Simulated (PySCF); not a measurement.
# NMR shielding calculation, with input and output: C3H4F4Si

The run: NMR shielding calculation of C3H4F4Si. Method and program: GIAO PBE0/pcSseg-1 NMR shielding, non-relativistic, gas phase (PySCF 2.14.0).

The geometry comes from this level: GFN2-xTB. It belongs to a series of runs on one base structure; here: C replaced by Si. Figures and captions count atoms from 1; the log counts them from 0 in places.

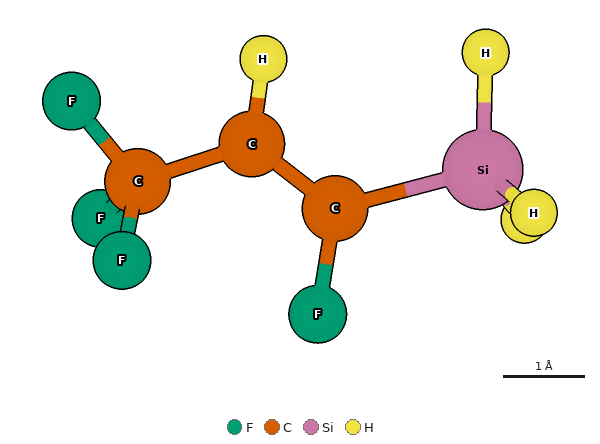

The input geometry (ball-and-stick view, seen at a tilt). Bond lengths as drawn: C–C 1.33 to 1.50 Å, C–F 1.34 Å, C–H 1.08 Å, C–Si 1.91 Å and H–Si 1.46 Å.

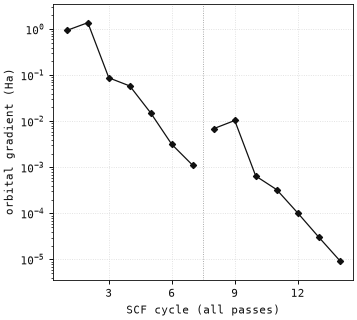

Convergence of the self-consistent field: orbital gradient against the SCF cycle. The dotted line marks the change from a coarse to the final integration grid. The first 7 cycles use a coarse grid, the final grid takes over at cycle 8, and the field converges after 14 cycles in all.

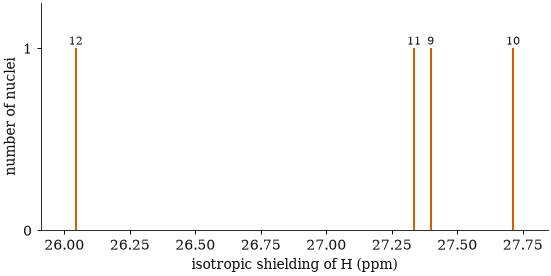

Isotropic shieldings of the hydrogen nuclei in this fixed geometry, labelled by atom number; shielding grows to the right, so chemical shift grows to the left. The least shielded is H12 (26.0 ppm), the most shielded H10 (27.7 ppm).

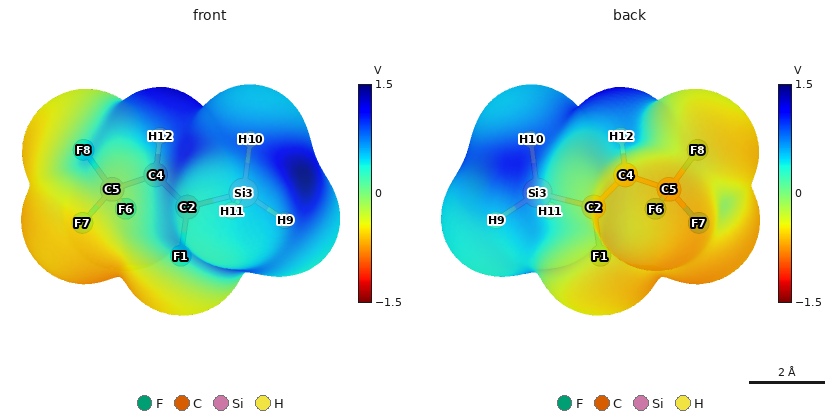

The electrostatic potential painted on the density surface at 0.001 e/bohr³, seen at a tilt and from behind; red is negative and blue positive.

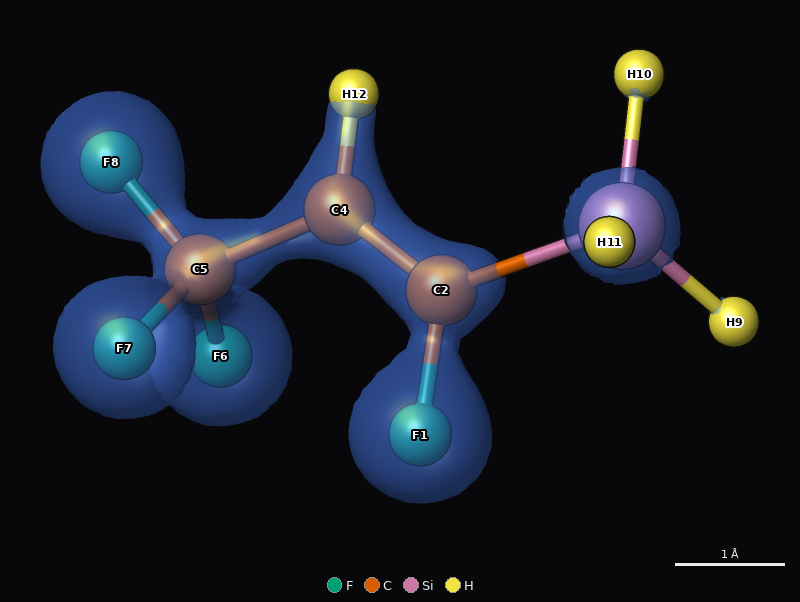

Isosurface of the electron density at 1.5 e/Å³ (blue), seen at a tilt. At this value the surface falls into five separate pieces. It is pinched off along the C–Si (1.91 Å) contacts. On the grid the lowest density along these lines, outside the cores, is 2.3 e/Å³ (C–C, 1.33 Å), 1.9 e/Å³ (C–F, 1.34 Å), 0.75 e/Å³ (C–Si, 1.91 Å) and 1.9 e/Å³ (C–H, 1.08 Å).

The input that produced these results follows, with the program's output.

## Input
```
{"job": {"kind": "nmr", "xc": "PBE0", "basis": "pcSseg-1"}, "charge": 0, "multiplicity": 1}
F      0.077392     0.398046     1.668197
C      0.383174     0.086750     0.398201
Si     2.258739    -0.023187     0.074849
C     -0.599637    -0.100331    -0.475064
C     -2.055397     0.006596    -0.134970
F     -2.468422    -0.962701     0.700809
F     -2.380721     1.171806     0.444992
F     -2.819196    -0.095938    -1.234919
H      2.803705    -0.880785     1.122668
H      2.409554    -0.590362    -1.261823
H      2.773896     1.340447     0.168911
H     -0.381888    -0.351026    -1.497877
```

The first line tells a small driver script what to run in PySCF; the rest is the geometry in Å.

Launch command:
```bash
OMP_NUM_THREADS=1 python <driver script> task.json out
```

## The program's output
```
coarse grid: 11712 points
cycle   1  E = -804.6511786480  dE =  1.108e+00  |g| = 9.424e-01  |ddm| = 3.101e+00
cycle   2  E = -804.5096272371  dE =  1.416e-01  |g| = 1.388e+00  |ddm| = 1.239e+00
cycle   3  E = -804.7976084556  dE = -2.880e-01  |g| = 8.809e-02  |ddm| = 7.902e-01
cycle   4  E = -804.7984787789  dE = -8.703e-04  |g| = 5.859e-02  |ddm| = 1.106e-01
cycle   5  E = -804.7992137955  dE = -7.350e-04  |g| = 1.512e-02  |ddm| = 5.965e-02
cycle   6  E = -804.7992634070  dE = -4.961e-05  |g| = 3.162e-03  |ddm| = 1.529e-02
cycle   7  E = -804.7992654721  dE = -2.065e-06  |g| = 1.107e-03  |ddm| = 2.823e-03
final grid: 113456 points
cycle   8  E = -804.8722052551  dE = -4.455e-05  |g| = 6.943e-03  |ddm| = 2.487e-02
cycle   9  E = -804.8721960406  dE =  9.214e-06  |g| = 1.043e-02  |ddm| = 1.249e-02
cycle  10  E = -804.8722145826  dE = -1.854e-05  |g| = 6.497e-04  |ddm| = 6.954e-03
cycle  11  E = -804.8722146494  dE = -6.688e-08  |g| = 3.280e-04  |ddm| = 8.651e-04
cycle  12  E = -804.8722146666  dE = -1.716e-08  |g| = 1.024e-04  |ddm| = 3.286e-04
cycle  13  E = -804.8722146686  dE = -2.044e-09  |g| = 3.068e-05  |ddm| = 1.000e-04
cycle  14  E = -804.8722146688  dE = -2.049e-10  |g| = 9.492e-06  |ddm| = 2.810e-05
converged SCF energy = -804.8722146688

GIAO shielding tensors (ppm)
atom      isotropic    diamagn.    paramagn.     s11        s22        s33       span
  0 F      248.934     474.538    -225.604    108.656    193.042    445.105    336.449
  1 C        4.067     251.415    -247.348    -95.132     31.758     75.573    170.705
  2 Si     425.316     879.846    -454.530    402.738    421.088    452.123     49.386
  3 C       63.224     260.412    -197.188    -47.308    106.835    130.145    177.454
  4 C       56.223     240.144    -183.921     49.632     57.517     61.521     11.888
  5 F      235.257     473.235    -237.979    162.817    213.983    328.970    166.153
  6 F      240.922     473.553    -232.631    168.419    222.718    331.628    163.209
  7 F      249.306     470.914    -221.608    181.314    218.446    348.157    166.843
  8 H       27.398      28.271      -0.872     24.180     25.809     32.207      8.027
  9 H       27.713      28.936      -1.223     24.382     26.781     31.976      7.594
 10 H       27.335      28.254      -0.919     24.162     25.647     32.197      8.035
 11 H       26.044      32.769      -6.725     23.987     24.106     30.038      6.052
```

## Summary

- outcome: converged
- total energy: −804.872215 hartree
- HOMO: −8.46 eV
- LUMO: −1.18 eV
- dipole moment: 3.68 D
- isotropic shielding, F: 235.3 to 249.3 ppm
- isotropic shielding, C: 4.1 to 63.2 ppm
- isotropic shielding, Si: 425.3 ppm
- isotropic shielding, H: 26.0 to 27.7 ppm
- hardware: 1 CPU thread, shared host
- wall time: 45 s
- peak memory: 0.73 GiB
